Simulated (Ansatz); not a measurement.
# CFGeO₂ (SMILES F[C]1[O][Ge][O]1) (doublet): what the fields show

The calculation's input:

```
crystal:
  periodic: [false, false, false]
  atoms:
    - {symbol: C, position_ang: [0.016743, 0.288535, -0.286593]}
    - {symbol: F, position_ang: [1.176165, 0.670060, -0.763699]}
    - {symbol: Ge, position_ang: [-2.132996, -0.418808, 0.597938]}
    - {symbol: O, position_ang: [-0.600036, 1.051712, 0.490013]}
    - {symbol: O, position_ang: [-0.439137, -0.827609, -0.621809]}
basis:
  gaussian: {orbitals: def2-TZVPD}
magnetization: {spin_polarized: true, initial_magnetization: 1}
hamiltonian: {xc: {name: PBE0}}
output: {forces: true, orbitals: {seedname: orbitals}}
```

Launched as:

```sh
ansatz run input.yaml --threads 1 --pin off --max-ram 2610MiB --events-out events.jsonl --progress --plain --runs-dir runs
```

Geometry: PBE0-D3(BJ)/pcseg-1.

Theory: isolated molecule in a Gaussian basis; Kohn-Sham density functional theory, functional PBE0 in Ansatz 0.2.0.

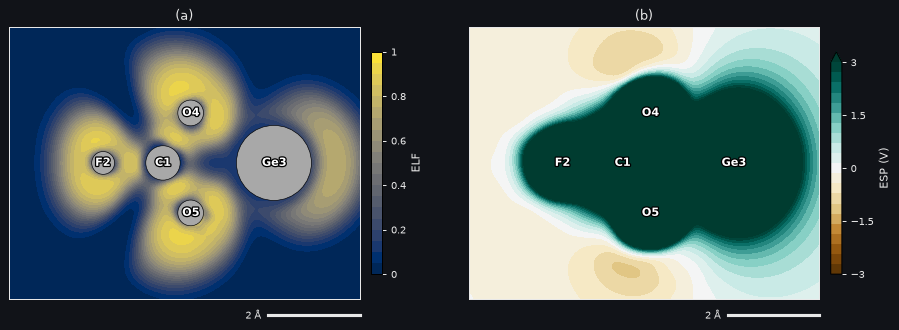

Figure 1. (a) ELF; (b) electrostatic potential on the molecular plane. Grey discs cover the atomic cores in the ELF map.

Describe what can be read from this map.

Answer.
- The plane passes through C, F, Ge and O nuclei.
- C–O (1.25 Å): the ELF peaks at about 0.85 between the atoms (a polar covalent bond).
- C–F (1.31 Å): the ELF peaks at about 0.85 between the atoms (a polar covalent bond).
- Ge–O (2.13 Å): the ELF peaks at about 0.85 in the valence shell of O, 0.6 Å from its nucleus, and is about 0.35 at the midpoint.
- The ELF also peaks beside O5, F2 and O4, away from the bonds: non-bonding electrons, paired or unpaired.
- Outside the dense part of the molecule the potential is most negative (−1.1 V) near O4 and O5.

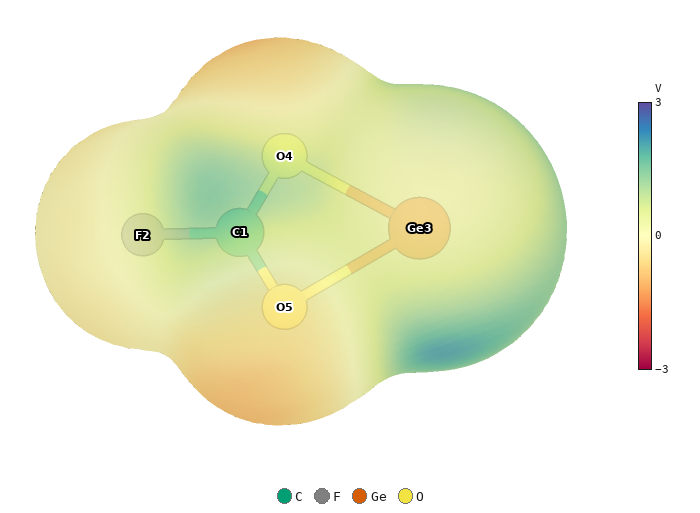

Figure 2. The electrostatic potential painted on the density surface at 0.002 e/bohr³, seen at a tilt; the colour scale runs from red (negative) to blue (positive).

Which sites attract a positive test charge, and which a negative one?

Answer. A positive charge is drawn to the negative regions and a negative charge to the positive ones. The most negative region (about −0.9 V, or −21 kcal/mol for a unit charge) lies over O4 and O5, the most positive (about +2.1 V, or +48 kcal/mol for a unit charge) over Ge3.

What dipole moment does the calculation give?

Answer. Its dipole moment is 1.53 D.

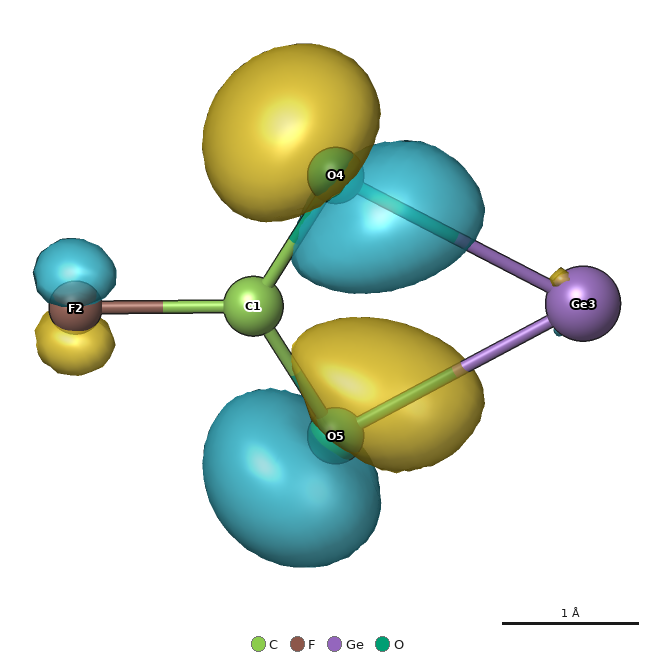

Figure 3. The HOMO−1 (β) at ±0.2 Å⁻³ᐟ² (yellow and cyan are the two phases), seen at a tilt.

What is the character of this orbital?

Answer. By Hirshfeld shares it lies mainly on O4 (about 40 %), O5 (about 40 %), Ge3 (about 10 %) and C1 (about 5 %); it is symmetric in the molecular plane (an in-plane orbital: σ, lone-pair or in-plane π type); largely a combination of lone pairs on O4 and O5. Its energy is −9.88 eV.

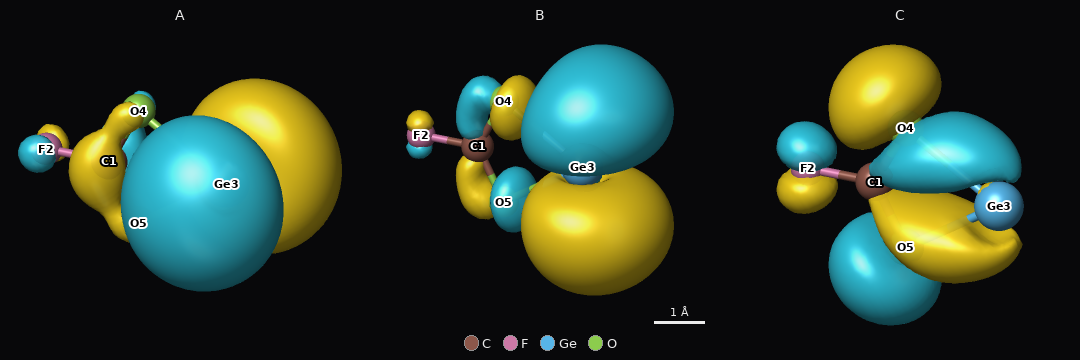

Figure 4. Three frontier orbitals at ±0.08 Å⁻³ᐟ² (yellow and cyan are the two phases), in no order.

Order the three orbitals by energy and name them. All are α orbitals.

Answer. C is the HOMO−1 (α) (−9.87 eV). It lies mainly on O4 (about 40 %), O5 (about 40 %), Ge3 (about 10 %) and C1 (about 5 %); it is symmetric in the molecular plane (an in-plane orbital: σ, lone-pair or in-plane π type); largely a combination of lone pairs on O4 and O5. A is the HOMO (α) (−5.47 eV). It lies mainly on Ge3 (about 90 %); it changes sign across the molecular plane (π type). B is the LUMO (α) (−2.14 eV). It lies mainly on Ge3 (about 85 %); it is symmetric in the molecular plane (an in-plane orbital: σ, lone-pair or in-plane π type).

What is the gap between the highest occupied and lowest empty α orbitals?

Answer. 3.33 eV between the orbital energies.
